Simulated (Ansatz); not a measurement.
Geometry relaxation, with input and output: CH5BO2 (part 2 of 2)

Continued. System: CH5BO2. Method: RKS B3LYP-D4/6-31G* (Ansatz 0.2.0). It belongs to a series of runs on one base structure; here: start relaxed.

Geometry of the input (Å):
```
B  0.0000  0.0000  0.0000
C  0.0000  0.0000  1.6000
H  -0.9996  -0.3092  1.9705
H  0.7676  -0.7111  1.9705
H  0.2320  1.0203  1.9705
O  1.2211  0.0000  -0.7050
H  1.5209  -0.9519  -0.8599
O  -1.2211  0.0000  -0.7050
H  -1.7308  -0.8467  -0.4965
```

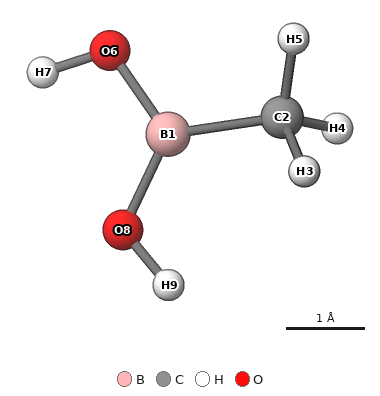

Figure 1. The geometry at step 24 of the log (ball-and-stick view, seen at a tilt; atoms are numbered from 1 in the order of the input).

**Trajectory as extended XYZ, continued**
```
9
Properties=species:S:1:pos:R:3:forces:R:3 step=11 energy=-5892.11770
B     0.1089   -0.2458    0.0673   -0.0235   0.0012   0.0268
C    -0.0605    0.0004    1.6206    0.0185   0.0005  -0.0188
H    -1.1045    0.1090    1.9408    0.0285   0.0011   0.0048
H     0.3701   -0.8406    2.1819   -0.0159   0.0255  -0.0047
H     0.4877    0.8968    1.9350   -0.0207  -0.0315  -0.0018
O     1.3493   -0.1035   -0.4905   -0.0150   0.0013  -0.0109
H     1.3164   -0.2994   -1.4399    0.0068  -0.0022   0.0038
O    -0.9184   -0.6197   -0.7702    0.0220   0.0065   0.0051
H    -1.7590   -0.6957   -0.2999   -0.0007  -0.0024  -0.0044
9
Properties=species:S:1:pos:R:3:forces:R:3 step=12 energy=-5892.11779
B     0.1083   -0.2440    0.0669   -0.0137  -0.0101   0.0242
C    -0.0605    0.0012    1.6201    0.0119   0.0059  -0.0103
H    -1.1035    0.1170    1.9405    0.0229   0.0003   0.0014
H     0.3630   -0.8439    2.1807   -0.0128   0.0207  -0.0064
H     0.4938    0.8926    1.9370   -0.0155  -0.0254  -0.0022
O     1.3483   -0.0984   -0.4912   -0.0208   0.0005  -0.0101
H     1.3163   -0.2981   -1.4399    0.0071   0.0005   0.0015
O    -0.9177   -0.6233   -0.7699    0.0216   0.0103   0.0067
H    -1.7579   -0.7018   -0.2991   -0.0007  -0.0027  -0.0046
9
Properties=species:S:1:pos:R:3:forces:R:3 step=13 energy=-5892.11812
B     0.1074   -0.2404    0.0666   -0.0153   0.0045  -0.0107
C    -0.0601    0.0054    1.6188    0.0094   0.0003   0.0519
H    -1.0986    0.1723    1.9331    0.0328  -0.0056  -0.0133
H     0.3131   -0.8646    2.1793   -0.0203   0.0403  -0.0264
H     0.5364    0.8652    1.9472   -0.0234  -0.0374  -0.0149
O     1.3415   -0.0687   -0.4972   -0.0117  -0.0134  -0.0125
H     1.3133   -0.2801   -1.4436    0.0004   0.0084   0.0076
O    -0.9129   -0.6446   -0.7662    0.0108   0.0004   0.0294
H    -1.7500   -0.7431   -0.2929    0.0172   0.0024  -0.0111
9
Properties=species:S:1:pos:R:3:forces:R:3 step=14 energy=-5892.11820
B     0.1070   -0.2382    0.0665    0.0037  -0.0307  -0.0237
C    -0.0598    0.0077    1.6182    0.0008   0.0107   0.0821
H    -1.0957    0.1999    1.9289    0.0484  -0.0111  -0.0194
H     0.2878   -0.8740    2.1782   -0.0257   0.0536  -0.0386
H     0.5569    0.8511    1.9521   -0.0309  -0.0452  -0.0174
O     1.3391   -0.0579   -0.4994   -0.0236   0.0051  -0.0120
H     1.3104   -0.2668   -1.4464    0.0011  -0.0009   0.0091
O    -0.9093   -0.6592   -0.7631    0.0058   0.0176   0.0291
H    -1.7462   -0.7611   -0.2900    0.0203   0.0008  -0.0093
9
Properties=species:S:1:pos:R:3:forces:R:3 step=15 energy=-5892.11837
B     0.1077   -0.2394    0.0670    0.0030   0.0106  -0.0350
C    -0.0597    0.0085    1.6181   -0.0001   0.0018   0.0799
H    -1.0936    0.2163    1.9252    0.0479  -0.0127  -0.0197
H     0.2718   -0.8791    2.1781   -0.0231   0.0483  -0.0289
H     0.5688    0.8419    1.9546   -0.0288  -0.0417  -0.0174
O     1.3371   -0.0483   -0.5017   -0.0283  -0.0128  -0.0019
H     1.3086   -0.2608   -1.4477    0.0015   0.0021   0.0032
O    -0.9076   -0.6652   -0.7613    0.0151   0.0053   0.0238
H    -1.7430   -0.7725   -0.2872    0.0128  -0.0008  -0.0041
9
Properties=species:S:1:pos:R:3:forces:R:3 step=16 energy=-5892.11864
B     0.1083   -0.2371    0.0670    0.0175   0.0166  -0.0244
C    -0.0596    0.0102    1.6183   -0.0018   0.0032   0.0374
H    -1.0906    0.2372    1.9196    0.0306  -0.0067  -0.0105
H     0.2500   -0.8854    2.1760   -0.0115   0.0217  -0.0076
H     0.5835    0.8293    1.9594   -0.0173  -0.0227  -0.0067
O     1.3351   -0.0376   -0.5049   -0.0345  -0.0120   0.0110
H     1.3058   -0.2541   -1.4499    0.0033   0.0030  -0.0061
O    -0.9051   -0.6716   -0.7584    0.0174  -0.0047   0.0036
H    -1.7374   -0.7894   -0.2820   -0.0037   0.0016   0.0033
9
Properties=species:S:1:pos:R:3:forces:R:3 step=17 energy=-5892.11892
B     0.1096   -0.2344    0.0670    0.0384   0.0107  -0.0111
C    -0.0590    0.0131    1.6184    0.0010   0.0032   0.0137
H    -1.0841    0.2784    1.9090    0.0347  -0.0048  -0.0019
H     0.2076   -0.8977    2.1739   -0.0112   0.0251  -0.0049
H     0.6125    0.8047    1.9686   -0.0227  -0.0216  -0.0004
O     1.3306   -0.0166   -0.5111   -0.0470  -0.0113   0.0248
H     1.2999   -0.2379   -1.4548    0.0063   0.0024  -0.0141
O    -0.8987   -0.6910   -0.7521    0.0134   0.0002  -0.0175
H    -1.7283   -0.8172   -0.2738   -0.0129  -0.0040   0.0115
9
Properties=species:S:1:pos:R:3:forces:R:3 step=18 energy=-5892.11892 accepted=F
B     0.1123   -0.2336    0.0672    0.0390   0.0301  -0.0008
C    -0.0583    0.0168    1.6186    0.0112  -0.0270   0.0357
H    -1.0742    0.3341    1.8943    0.0793  -0.0153  -0.0035
H     0.1500   -0.9120    2.1732   -0.0220   0.0834  -0.0261
H     0.6501    0.7716    1.9805   -0.0590  -0.0523  -0.0094
O     1.3256    0.0063   -0.5185   -0.0596  -0.0042   0.0306
H     1.2909   -0.2121   -1.4628    0.0115  -0.0059  -0.0143
O    -0.8915   -0.7112   -0.7455    0.0044  -0.0140  -0.0198
H    -1.7149   -0.8587   -0.2620   -0.0048   0.0052   0.0076
9
Properties=species:S:1:pos:R:3:forces:R:3 step=19 energy=-5892.11916
B     0.1108   -0.2335    0.0667    0.0285   0.0107   0.0004
C    -0.0585    0.0147    1.6184    0.0053  -0.0065   0.0011
H    -1.0781    0.3054    1.9023    0.0199  -0.0013   0.0013
H     0.1793   -0.9039    2.1739   -0.0083   0.0199  -0.0047
H     0.6301    0.7879    1.9749   -0.0148  -0.0130  -0.0001
O     1.3276   -0.0047   -0.5149   -0.0358  -0.0066   0.0167
H     1.2960   -0.2260   -1.4587    0.0068   0.0012  -0.0086
O    -0.8950   -0.7015   -0.7492    0.0026  -0.0039  -0.0126
H    -1.7220   -0.8371   -0.2683   -0.0043  -0.0005   0.0065
9
Properties=species:S:1:pos:R:3:forces:R:3 step=20 energy=-5892.11899 accepted=F
B     0.1133   -0.2299    0.0659    0.0034  -0.0048   0.0055
C    -0.0570    0.0189    1.6179   -0.0032  -0.0149   0.0759
H    -1.0611    0.3825    1.8847    0.1045  -0.0300  -0.0121
H     0.0990   -0.9221    2.1721   -0.0219   0.1169  -0.0582
H     0.6810    0.7393    1.9925   -0.0771  -0.0673  -0.0241
O     1.3172    0.0346   -0.5264   -0.0324  -0.0177   0.0073
H     1.2866   -0.1962   -1.4683    0.0045   0.0106   0.0011
O    -0.8841   -0.7343   -0.7401   -0.0060   0.0042   0.0103
H    -1.7046   -0.8914   -0.2532    0.0282   0.0029  -0.0057
9
Properties=species:S:1:pos:R:3:forces:R:3 step=21 energy=-5892.11936
B     0.1122   -0.2334    0.0666    0.0063  -0.0113   0.0044
C    -0.0579    0.0167    1.6179    0.0022  -0.0050  -0.0060
H    -1.0684    0.3435    1.8937    0.0032   0.0010  -0.0004
H     0.1397   -0.9105    2.1739   -0.0027   0.0008   0.0017
H     0.6538    0.7639    1.9824   -0.0004  -0.0006   0.0011
O     1.3240    0.0079   -0.5187   -0.0205   0.0186  -0.0065
H     1.2901   -0.2049   -1.4647    0.0081  -0.0114   0.0059
O    -0.8900   -0.7174   -0.7452   -0.0031   0.0027   0.0012
H    -1.7134   -0.8643   -0.2609    0.0070   0.0053  -0.0013
9
Properties=species:S:1:pos:R:3:forces:R:3 step=22 energy=-5892.11889 accepted=F
B     0.1148   -0.2364    0.0671   -0.0461   0.1071  -0.0308
C    -0.0565    0.0173    1.6176    0.0004  -0.0345   0.0448
H    -1.0561    0.3887    1.8827    0.0429  -0.0155  -0.0140
H     0.0913   -0.9202    2.1750   -0.0095   0.0478  -0.0173
H     0.6835    0.7331    1.9917   -0.0242  -0.0269  -0.0136
O     1.3136    0.0436   -0.5278    0.0031  -0.0775  -0.0149
H     1.2877   -0.1949   -1.4684   -0.0044   0.0324   0.0254
O    -0.8847   -0.7344   -0.7407    0.0091  -0.0310   0.0289
H    -1.7035   -0.8953   -0.2521    0.0288  -0.0018  -0.0086
9
Properties=species:S:1:pos:R:3:forces:R:3 step=23 energy=-5892.11951
B     0.1114   -0.2285    0.0656    0.0065  -0.0408   0.0067
C    -0.0574    0.0177    1.6176   -0.0045   0.0145   0.0048
H    -1.0623    0.3652    1.8901    0.0110  -0.0010   0.0010
H     0.1164   -0.9163    2.1711   -0.0038   0.0123  -0.0130
H     0.6684    0.7484    1.9884   -0.0083  -0.0074  -0.0009
O     1.3186    0.0262   -0.5232   -0.0089  -0.0027  -0.0147
H     1.2900   -0.2038   -1.4656    0.0007   0.0115   0.0126
O    -0.8867   -0.7279   -0.7424   -0.0037   0.0146   0.0051
H    -1.7083   -0.8796   -0.2564    0.0112  -0.0010  -0.0017
9
Properties=species:S:1:pos:R:3:forces:R:3 step=24 energy=-5892.11969
B     0.1134   -0.2323    0.0663   -0.0185   0.0111  -0.0080
C    -0.0570    0.0183    1.6174   -0.0003  -0.0088   0.0252
H    -1.0562    0.3879    1.8839    0.0243  -0.0075  -0.0067
H     0.0924   -0.9194    2.1727   -0.0060   0.0274  -0.0131
H     0.6823    0.7339    1.9920   -0.0159  -0.0168  -0.0073
O     1.3161    0.0348   -0.5258   -0.0014  -0.0112  -0.0145
H     1.2863   -0.1906   -1.4692    0.0003   0.0064   0.0146
O    -0.8843   -0.7350   -0.7405    0.0019  -0.0038   0.0158
H    -1.7027   -0.8962   -0.2517    0.0156   0.0032  -0.0059
9
Properties=species:S:1:pos:R:3:forces:R:3 step=25 energy=-5892.11974
B     0.1136   -0.2316    0.0661   -0.0182  -0.0021  -0.0074
C    -0.0569    0.0190    1.6172   -0.0028  -0.0071   0.0357
H    -1.0523    0.4014    1.8810    0.0338  -0.0113  -0.0086
H     0.0781   -0.9216    2.1721   -0.0071   0.0375  -0.0195
H     0.6906    0.7248    1.9947   -0.0226  -0.0219  -0.0097
O     1.3144    0.0402   -0.5273   -0.0011  -0.0033  -0.0140
H     1.2844   -0.1840   -1.4709   -0.0001   0.0029   0.0131
O    -0.8823   -0.7411   -0.7389   -0.0001   0.0012   0.0181
H    -1.6994   -0.9057   -0.2490    0.0182   0.0040  -0.0077
9
Properties=species:S:1:pos:R:3:forces:R:3 step=26 energy=-5892.11980
B     0.1137   -0.2312    0.0660   -0.0135  -0.0088  -0.0062
C    -0.0568    0.0195    1.6170   -0.0036  -0.0051   0.0381
H    -1.0486    0.4129    1.8786    0.0345  -0.0121  -0.0088
H     0.0657   -0.9230    2.1716   -0.0070   0.0381  -0.0207
H     0.6975    0.7166    1.9970   -0.0236  -0.0216  -0.0101
O     1.3128    0.0451   -0.5287   -0.0010   0.0024  -0.0086
H     1.2828   -0.1786   -1.4723   -0.0007  -0.0001   0.0076
O    -0.8806   -0.7461   -0.7375   -0.0009   0.0037   0.0158
H    -1.6964   -0.9139   -0.2466    0.0157   0.0035  -0.0070
9
Properties=species:S:1:pos:R:3:forces:R:3 step=27 energy=-5892.11992
B     0.1140   -0.2306    0.0659   -0.0017  -0.0104  -0.0063
C    -0.0565    0.0205    1.6167   -0.0044  -0.0031   0.0446
H    -1.0394    0.4400    1.8726    0.0380  -0.0146  -0.0093
H     0.0363   -0.9261    2.1704   -0.0065   0.0417  -0.0230
H     0.7135    0.6970    2.0024   -0.0276  -0.0225  -0.0115
O     1.3086    0.0579   -0.5322   -0.0020   0.0070   0.0089
H     1.2790   -0.1666   -1.4753   -0.0028  -0.0040  -0.0079
O    -0.8765   -0.7575   -0.7343    0.0003   0.0050   0.0078
H    -1.6889   -0.9332   -0.2409    0.0067   0.0009  -0.0035
9
Properties=species:S:1:pos:R:3:forces:R:3 step=28 energy=-5892.11999
B     0.1144   -0.2306    0.0659    0.0041  -0.0020  -0.0075
C    -0.0563    0.0209    1.6165   -0.0040  -0.0042   0.0479
H    -1.0330    0.4572    1.8686    0.0395  -0.0161  -0.0096
H     0.0172   -0.9276    2.1698   -0.0057   0.0443  -0.0236
H     0.7234    0.6842    2.0058   -0.0300  -0.0238  -0.0126
O     1.3058    0.0666   -0.5346   -0.0044   0.0029   0.0146
H     1.2764   -0.1593   -1.4773   -0.0035  -0.0029  -0.0115
O    -0.8740   -0.7640   -0.7324    0.0026   0.0017   0.0036
H    -1.6838   -0.9461   -0.2373    0.0014   0.0001  -0.0013
9
Properties=species:S:1:pos:R:3:forces:R:3 step=29 energy=-5892.12005
B     0.1151   -0.2308    0.0660    0.0197  -0.0097  -0.0039
C    -0.0560    0.0216    1.6164   -0.0047  -0.0034   0.0485
H    -1.0238    0.4807    1.8629    0.0401  -0.0176  -0.0091
H    -0.0090   -0.9288    2.1694   -0.0044   0.0461  -0.0244
H     0.7364    0.6667    2.0105   -0.0317  -0.0241  -0.0128
O     1.3031    0.0752   -0.5370   -0.0160   0.0123   0.0117
H     1.2713   -0.1462   -1.4808    0.0000  -0.0087  -0.0074
O    -0.8700   -0.7739   -0.7296   -0.0003   0.0046  -0.0025
H    -1.6770   -0.9631   -0.2327   -0.0026   0.0004   0.0000
9
Properties=species:S:1:pos:R:3:forces:R:3 step=30 energy=-5892.11997 accepted=F
B     0.1174   -0.2344    0.0669    0.0047   0.0592  -0.0187
C    -0.0552    0.0215    1.6167   -0.0050  -0.0224   0.0633
H    -1.0111    0.5108    1.8545    0.0561  -0.0276  -0.0141
H    -0.0432   -0.9301    2.1706   -0.0025   0.0658  -0.0285
H     0.7532    0.6434    2.0164   -0.0422  -0.0323  -0.0169
O     1.2970    0.0936   -0.5418   -0.0175  -0.0311   0.0078
H     1.2660   -0.1339   -1.4846   -0.0015   0.0066   0.0055
O    -0.8652   -0.7854   -0.7265    0.0038  -0.0158   0.0028
H    -1.6686   -0.9842   -0.2272    0.0040  -0.0022  -0.0011
9
Properties=species:S:1:pos:R:3:forces:R:3 step=31 energy=-5892.12017
B     0.1152   -0.2296    0.0659    0.0188  -0.0072  -0.0017
C    -0.0557    0.0218    1.6166   -0.0066   0.0022   0.0330
H    -1.0169    0.4953    1.8599    0.0281  -0.0126  -0.0054
H    -0.0258   -0.9294    2.1685   -0.0023   0.0329  -0.0197
H     0.7444    0.6545    2.0140   -0.0222  -0.0163  -0.0092
O     1.2994    0.0860   -0.5397   -0.0132  -0.0063   0.0023
H     1.2696   -0.1432   -1.4820   -0.0019   0.0053   0.0021
O    -0.8674   -0.7798   -0.7280   -0.0022   0.0031  -0.0006
H    -1.6726   -0.9741   -0.2300    0.0014  -0.0011  -0.0006
9
Properties=species:S:1:pos:R:3:forces:R:3 step=32 energy=-5892.12024
B     0.1170   -0.2326    0.0667    0.0013   0.0320  -0.0077
C    -0.0553    0.0218    1.6168   -0.0006  -0.0125   0.0161
H    -1.0092    0.5115    1.8548    0.0131  -0.0063  -0.0058
H    -0.0446   -0.9286    2.1696   -0.0012   0.0155  -0.0056
H     0.7526    0.6417    2.0171   -0.0079  -0.0074  -0.0045
O     1.2972    0.0927   -0.5415   -0.0123  -0.0181  -0.0091
H     1.2651   -0.1336   -1.4847    0.0015   0.0065   0.0142
O    -0.8652   -0.7846   -0.7267    0.0006  -0.0124   0.0055
H    -1.6676   -0.9868   -0.2270    0.0055   0.0028  -0.0031
9
Properties=species:S:1:pos:R:3:forces:R:3 step=33 energy=-5892.12030
B     0.1171   -0.2319    0.0666    0.0076   0.0159  -0.0045
C    -0.0551    0.0221    1.6169   -0.0039  -0.0075   0.0134
H    -1.0035    0.5241    1.8520    0.0149  -0.0067  -0.0040
H    -0.0590   -0.9288    2.1689   -0.0006   0.0169  -0.0076
H     0.7594    0.6315    2.0199   -0.0090  -0.0071  -0.0035
O     1.2952    0.0986   -0.5430   -0.0170  -0.0146  -0.0114
H     1.2625   -0.1276   -1.4863    0.0028   0.0065   0.0162
O    -0.8626   -0.7909   -0.7251   -0.0031  -0.0056   0.0051
H    -1.6639   -0.9957   -0.2247    0.0082   0.0022  -0.0037
9
Properties=species:S:1:pos:R:3:forces:R:3 step=34 energy=-5892.12035
B     0.1177   -0.2313    0.0667    0.0099  -0.0006  -0.0024
C    -0.0548    0.0226    1.6170   -0.0082  -0.0034   0.0109
H    -0.9928    0.5466    1.8467    0.0196  -0.0087  -0.0020
H    -0.0849   -0.9286    2.1679    0.0007   0.0211  -0.0101
H     0.7711    0.6131    2.0247   -0.0121  -0.0079  -0.0026
O     1.2915    0.1089   -0.5458   -0.0223  -0.0113  -0.0138
H     1.2576   -0.1167   -1.4891    0.0048   0.0064   0.0179
O    -0.8582   -0.8010   -0.7224   -0.0053   0.0013   0.0070
H    -1.6571   -1.0122   -0.2206    0.0129   0.0030  -0.0048
9
Properties=species:S:1:pos:R:3:forces:R:3 step=35 energy=-5892.12038
B     0.1179   -0.2314    0.0668    0.0070  -0.0032  -0.0023
C    -0.0547    0.0227    1.6170   -0.0075  -0.0023   0.0070
H    -0.9883    0.5553    1.8446    0.0167  -0.0072  -0.0010
H    -0.0950   -0.9281    2.1675    0.0009   0.0175  -0.0081
H     0.7755    0.6058    2.0266   -0.0102  -0.0063  -0.0016
O     1.2899    0.1130   -0.5468   -0.0203  -0.0096  -0.0116
H     1.2557   -0.1125   -1.4902    0.0050   0.0058   0.0147
O    -0.8566   -0.8046   -0.7214   -0.0042   0.0023   0.0074
H    -1.6543   -1.0188   -0.2190    0.0127   0.0031  -0.0045
9
Properties=species:S:1:pos:R:3:forces:R:3 step=36 energy=-5892.12043
B     0.1186   -0.2318    0.0670   -0.0026  -0.0047  -0.0032
C    -0.0545    0.0230    1.6170   -0.0026  -0.0008   0.0005
H    -0.9774    0.5754    1.8399    0.0080  -0.0030   0.0003
H    -0.1184   -0.9265    2.1667    0.0004   0.0076  -0.0024
H     0.7853    0.5885    2.0309   -0.0054  -0.0029  -0.0003
O     1.2859    0.1223   -0.5492   -0.0105  -0.0035  -0.0007
H     1.2513   -0.1025   -1.4924    0.0040   0.0022   0.0014
O    -0.8531   -0.8127   -0.7194    0.0003   0.0025   0.0067
H    -1.6476   -1.0343   -0.2152    0.0084   0.0026  -0.0022
9
Properties=species:S:1:pos:R:3:forces:R:3 step=37 energy=-5892.12046
B     0.1192   -0.2326    0.0671   -0.0089  -0.0044  -0.0055
C    -0.0543    0.0231    1.6168   -0.0033  -0.0009   0.0108
H    -0.9635    0.6007    1.8340    0.0143  -0.0078  -0.0013
H    -0.1480   -0.9244    2.1660    0.0013   0.0155  -0.0064
H     0.7976    0.5667    2.0361   -0.0112  -0.0064  -0.0030
O     1.2807    0.1343   -0.5523   -0.0023   0.0000   0.0075
H     1.2461   -0.0897   -1.4955    0.0018  -0.0004  -0.0070
O    -0.8485   -0.8235   -0.7167    0.0029   0.0033   0.0053
H    -1.6392   -1.0532   -0.2105    0.0054   0.0010  -0.0004
```

**Results in brief**

- outcome: converged
- total energy: −5892.1206 eV
- mean-field energy: −5891.9321 eV
- largest force (length of the vector) at the end: 0.017 eV/Å
- hardware: 1 thread of Intel Xeon (Sapphire Rapids), 32 GiB of memory available, shared host
- wall time: 66 s
- peak memory: 0.16 GiB
